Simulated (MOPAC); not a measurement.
**GeSiH4SClF: geometry relaxation (part 2 of 2)**

Continued. System: GeSiH4SClF, SMILES F[SiH](Cl)[S][GeH3]. Method: PM7, closed shell, dispersion built in (MOPAC 23.2.5). The atoms were displaced at random from an optimised geometry.

Geometry of the input (Å):
```
F  -0.9526  1.9839  0.8614
Si -0.5406  0.5759  1.4720
Cl 1.4718  0.6900  1.7523
S  -1.0992  -1.0036  0.2226
Ge 0.3537  -0.6926  -1.4853
H  -1.2215  0.4237  2.7765
H  1.6775  -1.3668  -1.1211
H  -0.3140  -1.3786  -2.6714
H  0.4950  0.8117  -1.7133
```

Output, continued:
```
   PARAMETER     ATOM    TYPE            VALUE        GRADIENT
      1          1  F    CARTESIAN X    -1.050527     -0.006502  KCAL/ANGSTROM
      2          1  F    CARTESIAN Y     1.993525      0.002435  KCAL/ANGSTROM
      3          1  F    CARTESIAN Z     1.039752     -0.009589  KCAL/ANGSTROM
      4          2 Si    CARTESIAN X    -0.568547     -0.004976  KCAL/ANGSTROM
      5          2 Si    CARTESIAN Y     0.561539     -0.004043  KCAL/ANGSTROM
      6          2 Si    CARTESIAN Z     1.465545      0.008551  KCAL/ANGSTROM
      7          3 Cl    CARTESIAN X     1.453649      0.000216  KCAL/ANGSTROM
      8          3 Cl    CARTESIAN Y     0.646892      0.011686  KCAL/ANGSTROM
      9          3 Cl    CARTESIAN Z     1.391449     -0.000758  KCAL/ANGSTROM
     10          4  S    CARTESIAN X    -1.224013      0.008475  KCAL/ANGSTROM
     11          4  S    CARTESIAN Y    -0.918330     -0.002228  KCAL/ANGSTROM
     12          4  S    CARTESIAN Z     0.151575      0.001394  KCAL/ANGSTROM
     13          5 Ge    CARTESIAN X     0.435429     -0.005018  KCAL/ANGSTROM
     14          5 Ge    CARTESIAN Y    -0.683751     -0.002256  KCAL/ANGSTROM
     15          5 Ge    CARTESIAN Z    -1.322342      0.000605  KCAL/ANGSTROM
     16          6  H    CARTESIAN X    -1.048213      0.000206  KCAL/ANGSTROM
     17          6  H    CARTESIAN Y     0.268965     -0.000188  KCAL/ANGSTROM
     18          6  H    CARTESIAN Z     2.825721     -0.002731  KCAL/ANGSTROM
     19          7  H    CARTESIAN X     1.699836     -0.002482  KCAL/ANGSTROM
     20          7  H    CARTESIAN Y    -1.379387     -0.004377  KCAL/ANGSTROM
     21          7  H    CARTESIAN Z    -0.847230     -0.000243  KCAL/ANGSTROM
     22          8  H    CARTESIAN X    -0.068480      0.003173  KCAL/ANGSTROM
     23          8  H    CARTESIAN Y    -1.415201      0.003798  KCAL/ANGSTROM
     24          8  H    CARTESIAN Z    -2.566275     -0.002191  KCAL/ANGSTROM
     25          9  H    CARTESIAN X     0.744220      0.006906  KCAL/ANGSTROM
     26          9  H    CARTESIAN Y     0.748685     -0.004829  KCAL/ANGSTROM
     27          9  H    CARTESIAN Z    -1.724216      0.004958  KCAL/ANGSTROM

   ATOM   CHEMICAL          X               Y               Z
  NUMBER   SYMBOL      (ANGSTROMS)     (ANGSTROMS)     (ANGSTROMS)

     1       F         -1.05052733  *   1.99352532  *   1.03975235  *
     2      Si         -0.56854738  *   0.56153921  *   1.46554496  *
     3      Cl          1.45364871  *   0.64689199  *   1.39144928  *
     4       S         -1.22401313  *  -0.91832998  *   0.15157497  *
     5      Ge          0.43542948  *  -0.68375074  *  -1.32234196  *
     6       H         -1.04821254  *   0.26896500  *   2.82572119  *
     7       H          1.69983626  *  -1.37938688  *  -0.84722963  *
     8       H         -0.06848016  *  -1.41520082  *  -2.56627475  *
     9       H          0.74422044  *   0.74868528  *  -1.72421565  *

                             CARTESIAN COORDINATES

   1    F       -1.050527330     1.993525322     1.039752346
   2   Si       -0.568547383     0.561539206     1.465544957
   3   Cl        1.453648712     0.646891985     1.391449277
   4    S       -1.224013130    -0.918329980     0.151574974
   5   Ge        0.435429478    -0.683750742    -1.322341958
   6    H       -1.048212538     0.268964999     2.825721186
   7    H        1.699836256    -1.379386884    -0.847229628
   8    H       -0.068480162    -1.415200825    -2.566274750
   9    H        0.744220440     0.748685284    -1.724215651

           Empirical Formula: H4 F Si Cl S Ge  =     9 atoms

      MOLECULAR POINT GROUP   :   C1

                  EIGENVALUES
 -41.08091 -27.53099 -25.78642 -18.17346 -17.14205 -16.70914 -16.48936 -15.53492
 -14.09650 -13.49981 -12.82943 -12.02711 -11.79585 -11.47570 -10.72867  -9.87690
  -2.05603  -1.36047  -1.02114  -0.65955  -0.46975  -0.45967  -0.39176  -0.16564
   0.57381   0.78752   0.88879   3.69122   4.87271  20.70492  20.90238  21.30806
  21.44929  22.23676  69.57400  69.62039  69.76353  70.07280  70.10266

              NET ATOMIC CHARGES AND DIPOLE CONTRIBUTIONS

  ATOM NO.   TYPE          CHARGE      No. of ELECS.   s-Pop       p-Pop       d-Pop
    1          F          -0.309879        7.3099     1.92024     5.38964
    2         Si           0.362683        3.6373     0.84035     2.54352     0.25345
    3         Cl          -0.171057        7.1711     1.98043     5.18645     0.00418
    4          S          -0.232007        6.2320     1.89649     4.27375     0.06177
    5         Ge          -0.085024        4.0850     0.99856     3.08646
    6          H           0.132949        0.8671     0.86705
    7          H           0.099086        0.9009     0.90091
    8          H           0.101992        0.8980     0.89801
    9          H           0.101256        0.8987     0.89874
 DIPOLE           X         Y         Z       TOTAL
 POINT-CHG.     1.033    -2.032    -0.461     2.326
 HYBRID        -0.110     0.884    -0.732     1.153
 SUM            0.923    -1.147    -1.193     1.895

          ATOMIC ORBITAL ELECTRON POPULATIONS

     Atom    s        px        py        pz      x^2-y^2     xz        z^2       yz        xy
    1  F   1.92024   1.89420   1.58916   1.90628
    2 Si   0.84035   0.77248   0.70538   1.06566   0.05643   0.04234   0.04790   0.04730   0.05948
    3 Cl   1.98043   1.30279   1.94008   1.94358   0.00118   0.00063   0.00097   0.00053   0.00087
    4  S   1.89649   1.44005   1.51389   1.31981   0.01298   0.01753   0.00259   0.01943   0.00924
    5 Ge   0.99856   0.97637   1.12328   0.98681
    6  H   0.86705
    7  H   0.90091
    8  H   0.89801
    9  H   0.89874

          BONDING CONTRIBUTION OF EACH M.O.

  0.3755  0.7694  0.2965  1.9656  1.3374  0.5792  0.4984  1.4162  1.2909  1.4019
  1.6045  0.4030  1.5141  1.3016  1.2658  0.4209 -1.7517 -1.2071 -1.2146 -0.1677
 -0.1073 -0.3084 -0.1936 -0.9726 -1.7448 -1.9844 -1.9786 -1.9428 -1.8526 -0.1138
 -0.1602 -0.2211 -0.2296 -0.2761 -0.0050 -0.0022 -0.0036 -0.0005 -0.0028

            (VALENCIES)   BOND ORDERS

     1  F     (1.088)     2 Si 1.000     4  S 0.039     3 Cl 0.036     6  H 0.011

     2 Si     (4.170)     4  S 1.124     3 Cl 1.052     1  F 1.000     6  H 0.948     5 Ge 0.035

     3 Cl     (1.155)     2 Si 1.052     4  S 0.041     1  F 0.036

     4  S     (2.161)     2 Si 1.124     5 Ge 0.932     3 Cl 0.041     1  F 0.039

     5 Ge     (3.916)     7  H 0.980     9  H 0.978     8  H 0.974     4  S 0.932     2 Si 0.035

     6  H     (0.982)     2 Si 0.948     1  F 0.011

     7  H     (0.990)     5 Ge 0.980

     8  H     (0.990)     5 Ge 0.974

     9  H     (0.990)     5 Ge 0.978

 *                    *
 * JOB ENDED NORMALLY *
 *                    *

 TOTAL JOB TIME:             0.25 SECONDS

 == MOPAC DONE ==
```

Trajectory as extended XYZ (Å, eV, eV/Å), 12 of the 83 frames kept, from step=0 to step=82:
```
9
Properties=species:S:1:pos:R:3:forces:R:3 step=0 energy=-5.92618
F    -0.9526    1.9839    0.8614    0.2253  -0.5265   0.1945
Si   -0.5406    0.5759    1.4720   -0.0671   0.4162  -0.1892
Cl    1.4718    0.6900    1.7523   -0.3005  -0.0569  -0.1580
S    -1.0992   -1.0036    0.2226    0.1805   0.0760  -0.0002
Ge    0.3537   -0.6926   -1.4853   -0.1674   0.1118   0.5058
H    -1.2215    0.4237    2.7765    0.0608  -0.0548  -0.1189
H     1.6775   -1.3668   -1.1211   -0.1987   0.1670  -0.1403
H    -0.3140   -1.3786   -2.6714    0.1354   0.0963   0.0803
H     0.4950    0.8117   -1.7133    0.1317  -0.2291  -0.1740
9
Properties=species:S:1:pos:R:3:forces:R:3 step=7 energy=-5.98095
F    -0.9323    1.9690    0.8345   -0.0101  -0.0293   0.0360
Si   -0.5528    0.5759    1.4551    0.0105  -0.0052   0.0043
Cl    1.4542    0.6522    1.6922    0.0121  -0.0133  -0.0675
S    -1.0924   -1.0190    0.2359   -0.0399   0.0053   0.0020
Ge    0.3499   -0.6532   -1.4195   -0.0287  -0.0142  -0.0004
H    -1.2209    0.3987    2.7560   -0.0030   0.0317  -0.0053
H     1.6812   -1.3221   -1.1263    0.0119   0.0608   0.0287
H    -0.2850   -1.3488   -2.6190   -0.0071  -0.0493  -0.0464
H     0.5361    0.8023   -1.8122    0.0543   0.0135   0.0486
9
Properties=species:S:1:pos:R:3:forces:R:3 step=15 energy=-5.99480
F    -0.9648    1.9632    0.8613    0.0112   0.0406  -0.0014
Si   -0.5616    0.5655    1.4547   -0.0555   0.0183  -0.0085
Cl    1.4617    0.6116    1.5460   -0.0633  -0.0018   0.0077
S    -1.1520   -1.0070    0.2259    0.0355   0.0175  -0.0108
Ge    0.3821   -0.6347   -1.3553   -0.0050  -0.0296  -0.0101
H    -1.2025    0.4183    2.7730    0.0929  -0.0385   0.0115
H     1.7225   -1.2654   -1.0158   -0.0323  -0.0020   0.0398
H    -0.1958   -1.3533   -2.5733    0.0307   0.0149  -0.0222
H     0.5932    0.8272   -1.7197   -0.0142  -0.0194  -0.0060
9
Properties=species:S:1:pos:R:3:forces:R:3 step=22 energy=-6.00423
F    -0.9908    1.9827    0.9222   -0.0231  -0.0191   0.0021
Si   -0.5669    0.5652    1.4491    0.0242   0.0000   0.0363
Cl    1.4574    0.6146    1.4820    0.0189   0.0069  -0.0277
S    -1.1855   -0.9836    0.2006   -0.0094   0.0356  -0.0041
Ge    0.4003   -0.6498   -1.3366    0.0156   0.0130   0.0040
H    -1.1057    0.3620    2.8025   -0.0315  -0.0122   0.0098
H     1.7175   -1.2801   -0.9153   -0.0113   0.0035  -0.0056
H    -0.1038   -1.3690   -2.5842   -0.0084  -0.0268  -0.0051
H     0.6103    0.8096   -1.7102    0.0250  -0.0009  -0.0098
9
Properties=species:S:1:pos:R:3:forces:R:3 step=30 energy=-6.00839
F    -1.0297    1.9897    1.0092    0.0048   0.0068  -0.0003
Si   -0.5653    0.5603    1.4633   -0.0136   0.0088   0.0015
Cl    1.4585    0.6322    1.4228   -0.0172   0.0023  -0.0026
S    -1.2181   -0.9305    0.1607    0.0042   0.0049   0.0027
Ge    0.4238   -0.6717   -1.3296   -0.0121  -0.0101   0.0024
H    -1.0722    0.2940    2.8192    0.0087  -0.0090  -0.0012
H     1.7147   -1.3049   -0.8421    0.0219  -0.0051  -0.0101
H    -0.0524   -1.4527   -2.5535   -0.0067  -0.0028  -0.0013
H     0.6661    0.7632   -1.7663    0.0099   0.0042   0.0089
9
Properties=species:S:1:pos:R:3:forces:R:3 step=37 energy=-6.00874
F    -1.0302    1.9925    1.0167   -0.0128   0.0107  -0.0039
Si   -0.5675    0.5608    1.4639    0.0031   0.0018   0.0046
Cl    1.4555    0.6360    1.4190    0.0032  -0.0047  -0.0047
S    -1.2187   -0.9278    0.1584    0.0090  -0.0031   0.0010
Ge    0.4265   -0.6765   -1.3289   -0.0001   0.0030  -0.0005
H    -1.0687    0.2875    2.8203    0.0001  -0.0052   0.0009
H     1.7224   -1.3118   -0.8543   -0.0107  -0.0057  -0.0010
H    -0.0602   -1.4471   -2.5554   -0.0001  -0.0073   0.0007
H     0.6751    0.7592   -1.7598    0.0082   0.0105   0.0030
9
Properties=species:S:1:pos:R:3:forces:R:3 step=45 energy=-6.00898
F    -1.0403    1.9909    1.0180    0.0111  -0.0214   0.0212
Si   -0.5673    0.5614    1.4648   -0.0182   0.0178  -0.0264
Cl    1.4551    0.6360    1.4071    0.0119   0.0080  -0.0033
S    -1.2208   -0.9257    0.1581    0.0140   0.0020  -0.0002
Ge    0.4306   -0.6754   -1.3247   -0.0190  -0.0162  -0.0065
H    -1.0562    0.2819    2.8237   -0.0101   0.0047   0.0091
H     1.7122   -1.3389   -0.8498   -0.0067  -0.0019  -0.0078
H    -0.0711   -1.4327   -2.5557    0.0168   0.0149   0.0124
H     0.7051    0.7600   -1.7415    0.0003  -0.0079   0.0015
9
Properties=species:S:1:pos:R:3:forces:R:3 step=52 energy=-6.00928
F    -1.0467    1.9938    1.0359   -0.0021   0.0047  -0.0044
Si   -0.5688    0.5618    1.4656    0.0058  -0.0007   0.0037
Cl    1.4537    0.6434    1.3979    0.0020   0.0014  -0.0028
S    -1.2222   -0.9198    0.1527   -0.0026  -0.0004   0.0031
Ge    0.4337   -0.6821   -1.3245    0.0010  -0.0010   0.0006
H    -1.0517    0.2751    2.8259   -0.0025  -0.0055  -0.0021
H     1.7062   -1.3627   -0.8494   -0.0013  -0.0004   0.0017
H    -0.0662   -1.4274   -2.5619   -0.0005   0.0019  -0.0012
H     0.7278    0.7507   -1.7360    0.0003   0.0001   0.0014
9
Properties=species:S:1:pos:R:3:forces:R:3 step=60 energy=-6.00932
F    -1.0498    1.9933    1.0375    0.0012   0.0004  -0.0001
Si   -0.5685    0.5617    1.4654    0.0001  -0.0009   0.0002
Cl    1.4538    0.6460    1.3931    0.0002   0.0005  -0.0002
S    -1.2233   -0.9194    0.1525   -0.0003  -0.0001  -0.0003
Ge    0.4349   -0.6831   -1.3227   -0.0003   0.0003   0.0001
H    -1.0492    0.2708    2.8255   -0.0008   0.0001   0.0003
H     1.7005   -1.3773   -0.8487    0.0000  -0.0005   0.0000
H    -0.0695   -1.4147   -2.5663    0.0003  -0.0001  -0.0001
H     0.7419    0.7498   -1.7244   -0.0002   0.0003   0.0000
9
Properties=species:S:1:pos:R:3:forces:R:3 step=67 energy=-6.00931
F    -1.0523    1.9938    1.0418    0.0034   0.0006   0.0005
Si   -0.5685    0.5619    1.4655    0.0001  -0.0042   0.0013
Cl    1.4536    0.6466    1.3900    0.0013   0.0028  -0.0012
S    -1.2247   -0.9168    0.1507   -0.0002  -0.0016  -0.0012
Ge    0.4363   -0.6844   -1.3220   -0.0035   0.0017   0.0000
H    -1.0454    0.2666    2.8259   -0.0034   0.0023   0.0019
H     1.7004   -1.3792   -0.8455    0.0006  -0.0019  -0.0007
H    -0.0686   -1.4168   -2.5650    0.0021  -0.0005  -0.0004
H     0.7454    0.7476   -1.7254   -0.0004   0.0007  -0.0001
9
Properties=species:S:1:pos:R:3:forces:R:3 step=75 energy=-6.00932
F    -1.0488    1.9933    1.0365    0.0004  -0.0002   0.0000
Si   -0.5685    0.5616    1.4654   -0.0002   0.0003   0.0000
Cl    1.4538    0.6457    1.3941   -0.0001  -0.0003   0.0002
S    -1.2231   -0.9199    0.1529    0.0000   0.0002   0.0000
Ge    0.4345   -0.6827   -1.3229    0.0000  -0.0001   0.0001
H    -1.0504    0.2716    2.8253    0.0000   0.0001  -0.0003
H     1.7012   -1.3750   -0.8490   -0.0002   0.0000   0.0000
H    -0.0691   -1.4158   -2.5659    0.0000   0.0000   0.0000
H     0.7393    0.7504   -1.7254   -0.0001  -0.0001   0.0000
9
Properties=species:S:1:pos:R:3:forces:R:3 step=82 energy=-6.00932
F    -1.0505    1.9935    1.0398    0.0003  -0.0001   0.0004
Si   -0.5685    0.5615    1.4655    0.0002   0.0002  -0.0004
Cl    1.4536    0.6469    1.3914    0.0000  -0.0005   0.0000
S    -1.2240   -0.9183    0.1516   -0.0004   0.0001  -0.0001
Ge    0.4354   -0.6838   -1.3223    0.0002   0.0001   0.0000
H    -1.0482    0.2690    2.8257    0.0000   0.0000   0.0001
H     1.6998   -1.3794   -0.8472    0.0001   0.0002   0.0000
H    -0.0685   -1.4152   -2.5663   -0.0001  -0.0002   0.0001
H     0.7442    0.7487   -1.7242   -0.0003   0.0002  -0.0002
```

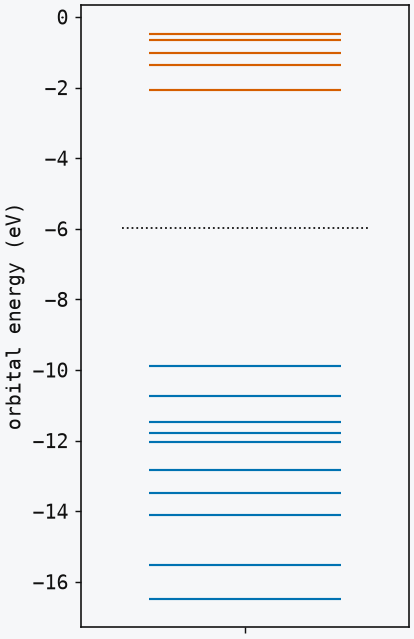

**Figure 1.** Orbital energies near the frontier; the dotted line parts filled from empty levels, and levels within 0.02 eV of each other stand side by side. Highest filled −9.88 eV, lowest empty −2.06 eV, 7.82 eV apart.
